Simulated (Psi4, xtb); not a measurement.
Interaction energy of HBr ··· H4Ge (SMILES Br and [GeH4]), singlet. Monomers: optimised at B3LYP-D3(BJ) (def2-TZVP), held rigid. Orientation: a higher rigid-body minimum at GFN2-xTB. The monomers approach along the line of their centres of mass (distance R); nothing else relaxes.

Geometry at R = 3.52 Å (first 2 atoms: monomer A):
```
7

Br     0.7124     0.0000     0.0000
H     -0.7124     0.0000     0.0000
Ge     2.8327    -1.4562    -2.3924
H      2.3545    -0.0981    -2.9269
H      3.5549    -1.2535    -1.0522
H      3.7981    -2.0929    -3.4030
H      1.6232    -2.3804    -2.1875
```

Methods: HF/aug-cc-pVTZ, counterpoise-corrected (Psi4); SCS-MP2/aug-cc-pVTZ = DF-SCS-MP2/aug-cc-pVTZ, frozen core, counterpoise-corrected run with Psi4; SAPT0/jun-cc-pVDZ, frozen core (Psi4); GFN1-xTB (xtb); PBE/def2-TZVP, counterpoise-corrected (Psi4).

Interaction energies in kJ/mol (negative: bound); R is the distance of the centres of mass, d the Br1···H5 distance.

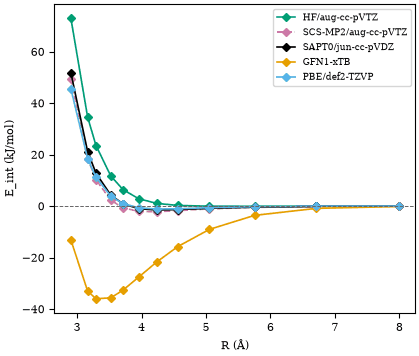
Interaction energy against separation.

```
R / Å  d / Å  HF/aug-cc-pVTZ  SCS-MP2/aug-cc-pVTZ  SAPT0/jun-cc-pVDZ  GFN1-xTB  PBE/def2-TZVP
-----  -----  --------------  -------------------  -----------------  --------  -------------
2.90    2.73           73.02                49.49              51.82    -13.11          45.62
3.16    2.96           34.57                18.46              21.18    -33.03          18.47
3.29    3.07           23.52                10.23              12.76    -36.01          11.16
3.52    3.28           11.65                 2.24               4.23    -35.66           3.84
3.71    3.45            6.38                -0.69               0.84    -32.65           0.94
3.95    3.67            2.88                -2.06              -1.00    -27.65          -0.65
4.23    3.93            1.04                -2.21              -1.53    -21.76          -1.15
4.56    4.24            0.24                -1.79              -1.36    -15.72          -1.05
5.05    4.71           -0.06                -1.10              -0.87     -9.05          -0.64
5.75    5.38           -0.07                -0.52              -0.43     -3.62          -0.23
6.71    6.31           -0.04                -0.20              -0.17     -0.90          -0.04
7.99    7.56           -0.02                -0.07              -0.06     -0.17          -0.01
```

Lowest grid point: HF/aug-cc-pVTZ -0.07 kJ/mol at R = 5.75 Å; SCS-MP2/aug-cc-pVTZ -2.21 kJ/mol at R = 4.23 Å; SAPT0/jun-cc-pVDZ -1.53 kJ/mol at R = 4.23 Å; GFN1-xTB -36.01 kJ/mol at R = 3.29 Å; PBE/def2-TZVP -1.15 kJ/mol at R = 4.23 Å.
